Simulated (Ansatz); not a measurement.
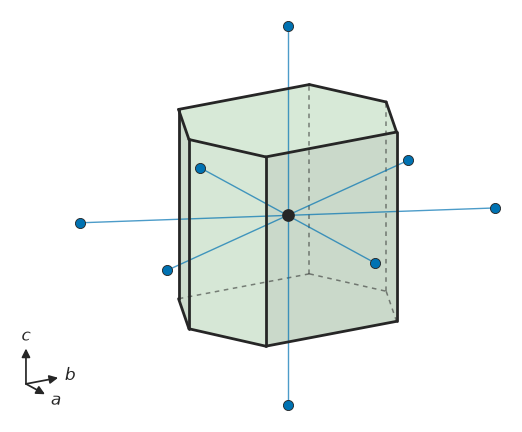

Crystal: Sn4Pb, the end point of a relaxation with Ansatz, DFT, PAW plane waves, pbesol; the starting structure was generated, so it need not be a known form of this composition. The Wigner–Seitz cell of the crystal's lattice, with lines to the lattice points that define its faces. All values are computed from the atomic coordinates in the standard setting (tolerance 0.002 Å).

a = 6.099 Å, b = 13.552 Å, c = 7.111 Å, α = 90.00°, β = 90.00°, γ = 90.00°; space group Ccce (No. 68, origin choice 1).

### What is the cell's combinatorial type?

A hexagonal prism: 8 faces (6 with 4 edges, 2 with 6 edges), 18 edges, 12 vertices. Its volume is that of the primitive cell, 293.9 Å³.

### Which lattice vectors do the faces bisect?

| example | length (Å) | faces | edges of each | area (Å²) |
| --- | --- | --- | --- | --- |
| a | 6.10 | 2 | 4 | 38.4 |
| c | 7.11 | 2 | 6 | 41.3 |
| 1/2 a + 1/2 b | 7.43 | 4 | 4 | 23.8 |
